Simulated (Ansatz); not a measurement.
## Electronic structure of CH₅ClGeO in real space

The calculation's input:

```
crystal:
  periodic: [false, false, false]
  atoms:
    - {symbol: C, position_ang: [-0.741300, 0.631849, 1.031230]}
    - {symbol: O, position_ang: [-0.458000, -0.587413, 0.382009]}
    - {symbol: Ge, position_ang: [0.703019, -0.557931, -0.951242]}
    - {symbol: Cl, position_ang: [0.842713, -2.591071, -1.585911]}
    - {symbol: H, position_ang: [-1.466302, 0.426463, 1.821159]}
    - {symbol: H, position_ang: [0.151246, 1.072584, 1.494528]}
    - {symbol: H, position_ang: [-1.180746, 1.372618, 0.350303]}
    - {symbol: H, position_ang: [2.080047, -0.099812, -0.445574]}
    - {symbol: H, position_ang: [0.157724, 0.286413, -2.113601]}
basis:
  gaussian: {orbitals: def2-TZVPP}
hamiltonian: {xc: pbe0, dispersion: d4}
output: {orbitals: {seedname: orbitals}}
```

Launched as:

```sh
ansatz run in.yaml --threads 4 --pin off --events-out ev --progress --plain --max-ram 10444MiB
```

Geometry: PBE0-D4/def2-TZVP.

Method: RKS PBE0-D4/def2-TZVPP in Ansatz.

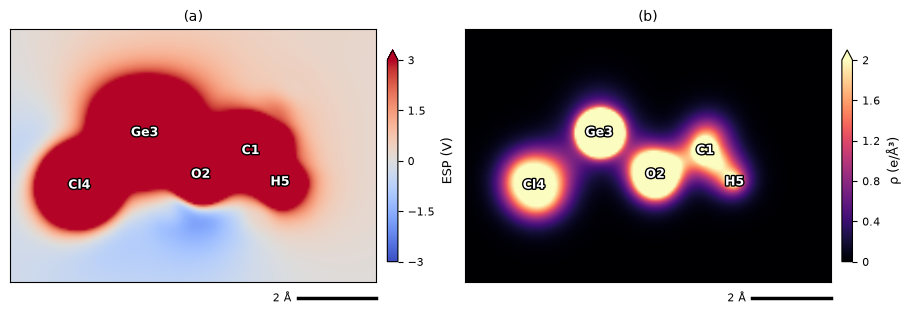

Figure 1. (a) molecular electrostatic potential; (b) total electron density on the plane of atoms C1, O2 and Ge3.

**Read the bonding off the picture.**

The plane passes through C, O, Ge, Cl and H nuclei.
C–O (1.41 Å): the density is about 2 e/Å³ at the midpoint, with its minimum of 1.8 e/Å³ about 0.5 Å from C.
Ge–O (1.77 Å): the density is about 1 e/Å³ at the midpoint.
Ge–Cl (2.13 Å): the density is about 0.8 e/Å³ at the midpoint.
C–H (1.09 Å): ρ is about 2.1 e/Å³ halfway.
Outside the dense part of the molecule the potential is most negative (−1.7 V) near O2.

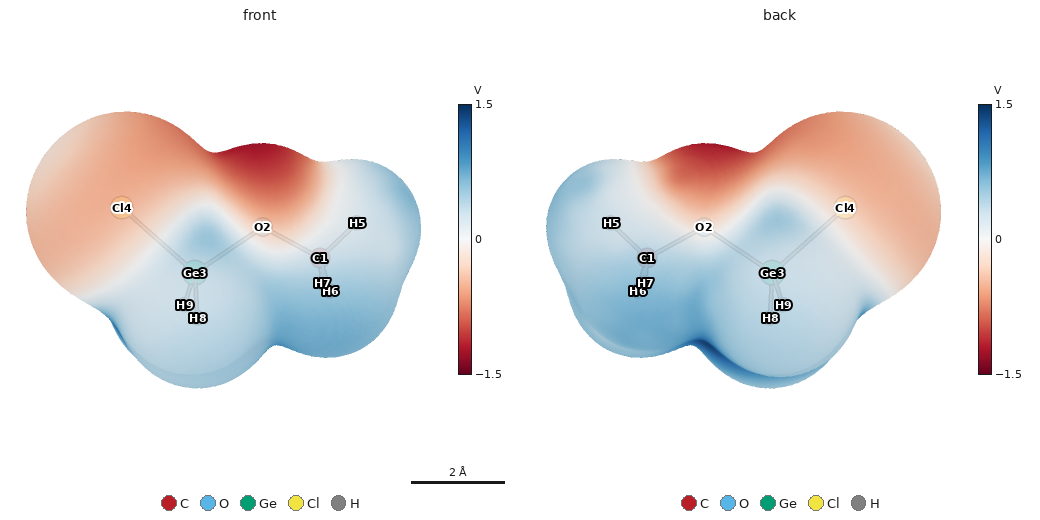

Figure 2. The molecular electrostatic potential painted on the density surface at 0.001 e/bohr³, seen from the front and from behind; the colour scale runs from red (negative) to blue (positive).

**Which sites attract a positive test charge, and which a negative one?**

A positive charge is drawn to the negative regions and a negative charge to the positive ones. The most negative region (about −1.2 V, or −28 kcal/mol for a unit charge) lies over O2, the most positive (about +1.3 V, or +30 kcal/mol for a unit charge) over Ge3. O2 is the likeliest acceptor of a hydrogen bond.

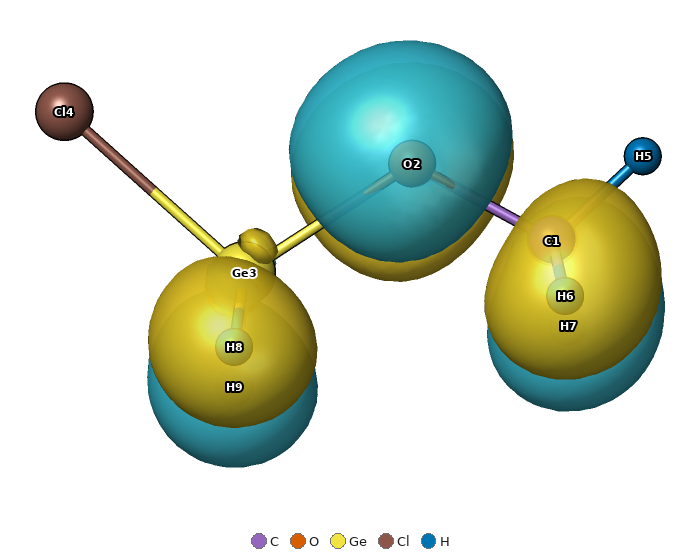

Figure 3. The HOMO at ±0.1 Å⁻³ᐟ² (yellow and cyan are the two phases), seen across its widest extent.

**Describe this orbital and give its energy.**

It lies mainly on O2 (about 55 %), C1 (about 10 %) and Ge3 (about 10 %). Its energy is −8.17 eV.

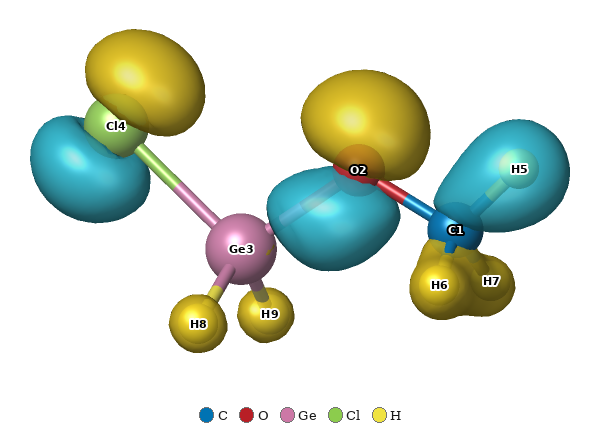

Figure 4. The HOMO−1 at ±0.15 Å⁻³ᐟ² (yellow and cyan are the two phases), seen at a tilt.

**Where does this orbital lie, and at what energy?**

By Hirshfeld shares it lies mainly on O2 (about 40 %), Cl4 (about 20 %), C1 (about 10 %), Ge3 (about 10 %) and H5 (about 5 %). Its energy is −8.91 eV.
